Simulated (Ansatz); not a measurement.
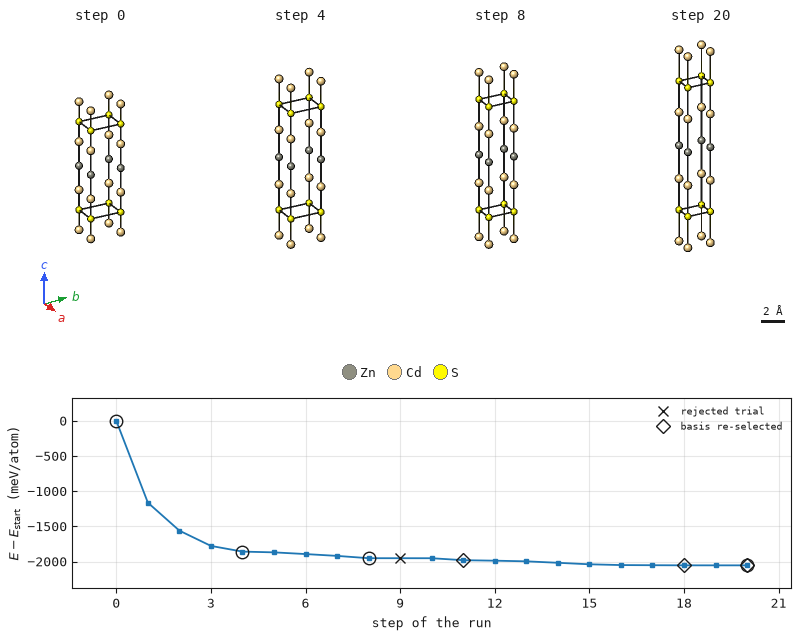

Frames of a relaxation of solid ZnCd$_{2}$S (a generated structure, set up in P6/mmm) (coarse preliminary run), marked on the history of the run. Style: ball-and-stick. Shown: the cell of the calculation, slightly off an axis.

The calculation used DFT PBE, scalar-relativistic, plane waves, PAW in Ansatz. Set-up: plane-wave cutoff 420 eV; k-point mesh 6 × 6 × 2; occupations gaussian; smearing width 0.1 eV; no spin polarisation; cell and atoms relaxed; force threshold 0.04 eV/Å; at most 70 steps.

**What happens along the run?**

The largest moves relative to the cell, 0.18 Å, are those of Cd atoms. S and Zn stay in place. The volume changes by −17.6 %, with a = b 3.823 → 2.871 Å (−24.9 %), c 8.035 → 11.741 Å (+46.1 %). Near-neighbour distances that change, for instance: Cd–S 1.821 → 2.842 Å, S–S 3.823 → 2.871 Å, Cd–Cd 3.823 → 2.871 Å, Cd–Zn 2.196 → 3.029 Å. Bonds break: Cd–Zn (2.20 → 3.03 Å). The space group stays P6/mmm (No. 191). The energy falls by 2054 meV per atom in 16 accepted moves (20 points after the start). Largest force component: 14 eV/Å at the start, 0.032 eV/Å at the end. The pressure goes from 44.51 to 0.15 GPa. The line search rejected the trial step at point 9 of the run. At 3 points the geometry stayed and the basis and grid were re-selected for the new cell (energy shift of 27.7 meV per atom at most each time). The run took 100 s on 1 thread of Intel(R) Xeon(R) Platinum 8259CL CPU @ 2.50GHz (Skylake/Cascade Lake) (shared host), peak memory 0.46 GiB. From step 0 to 4: Cd atoms move most (0.14 Å), volume +21.0 %, energy −1858 meV per atom. From step 4 to 8: Cd atoms move most (0.03 Å), volume −27.5 %, energy −93.8 meV per atom. From step 8 to 20: Cd atoms move most (0.03 Å), volume −6.1 %, energy −102 meV per atom.

```json
{"step": "0", "E − E(0), meV/atom": "0.00", "largest force component, eV/Å": "13.5865", "pressure, GPa": "44.51", "volume, Å³/atom": "25.427", "note": ""}
{"step": "1", "E − E(0), meV/atom": "-1162.50", "largest force component, eV/Å": "2.4324", "pressure, GPa": "22.88", "volume, Å³/atom": "26.711", "note": ""}
{"step": "2", "E − E(0), meV/atom": "-1560.63", "largest force component, eV/Å": "1.6506", "pressure, GPa": "13.16", "volume, Å³/atom": "28.063", "note": ""}
{"step": "3", "E − E(0), meV/atom": "-1777.57", "largest force component, eV/Å": "0.6485", "pressure, GPa": "6.02", "volume, Å³/atom": "29.374", "note": ""}
{"step": "4", "E − E(0), meV/atom": "-1858.45", "largest force component, eV/Å": "0.1881", "pressure, GPa": "0.77", "volume, Å³/atom": "30.765", "note": ""}
{"step": "5", "E − E(0), meV/atom": "-1869.25", "largest force component, eV/Å": "0.1472", "pressure, GPa": "-0.03", "volume, Å³/atom": "29.717", "note": ""}
{"step": "6", "E − E(0), meV/atom": "-1893.40", "largest force component, eV/Å": "0.0519", "pressure, GPa": "-1.01", "volume, Å³/atom": "27.248", "note": ""}
{"step": "7", "E − E(0), meV/atom": "-1919.40", "largest force component, eV/Å": "0.0101", "pressure, GPa": "-0.82", "volume, Å³/atom": "24.727", "note": ""}
{"step": "8", "E − E(0), meV/atom": "-1952.20", "largest force component, eV/Å": "0.0348", "pressure, GPa": "-0.01", "volume, Å³/atom": "22.311", "note": ""}
{"step": "9", "E − E(0), meV/atom": "-1951.20", "largest force component, eV/Å": "0.0201", "pressure, GPa": "-0.23", "volume, Å³/atom": "21.803", "note": "rejected"}
{"step": "10", "E − E(0), meV/atom": "-1952.66", "largest force component, eV/Å": "0.0136", "pressure, GPa": "0.00", "volume, Å³/atom": "22.042", "note": ""}
{"step": "11", "E − E(0), meV/atom": "-1980.39", "largest force component, eV/Å": "0.0236", "pressure, GPa": "1.74", "volume, Å³/atom": "22.042", "note": "same geometry, new basis"}
{"step": "12", "E − E(0), meV/atom": "-1987.45", "largest force component, eV/Å": "0.1325", "pressure, GPa": "0.05", "volume, Å³/atom": "22.546", "note": ""}
{"step": "13", "E − E(0), meV/atom": "-1996.80", "largest force component, eV/Å": "0.1023", "pressure, GPa": "-0.05", "volume, Å³/atom": "22.388", "note": ""}
{"step": "14", "E − E(0), meV/atom": "-2017.46", "largest force component, eV/Å": "0.0282", "pressure, GPa": "-0.15", "volume, Å³/atom": "21.781", "note": ""}
{"step": "15", "E − E(0), meV/atom": "-2038.81", "largest force component, eV/Å": "0.0117", "pressure, GPa": "1.33", "volume, Å³/atom": "20.528", "note": ""}
{"step": "16", "E − E(0), meV/atom": "-2049.91", "largest force component, eV/Å": "0.0233", "pressure, GPa": "1.38", "volume, Å³/atom": "20.363", "note": ""}
{"step": "17", "E − E(0), meV/atom": "-2051.98", "largest force component, eV/Å": "0.0029", "pressure, GPa": "-0.11", "volume, Å³/atom": "20.923", "note": ""}
{"step": "18", "E − E(0), meV/atom": "-2053.67", "largest force component, eV/Å": "0.0055", "pressure, GPa": "0.09", "volume, Å³/atom": "20.923", "note": "same geometry, new basis"}
{"step": "19", "E − E(0), meV/atom": "-2053.87", "largest force component, eV/Å": "0.0320", "pressure, GPa": "0.15", "volume, Å³/atom": "20.960", "note": ""}
{"step": "20", "E − E(0), meV/atom": "-2053.88", "largest force component, eV/Å": "0.0318", "pressure, GPa": "0.15", "volume, Å³/atom": "20.960", "note": "same geometry, new basis"}
```

Limits of the set-up: the k-point mesh is coarse for a cell with partly filled bands.
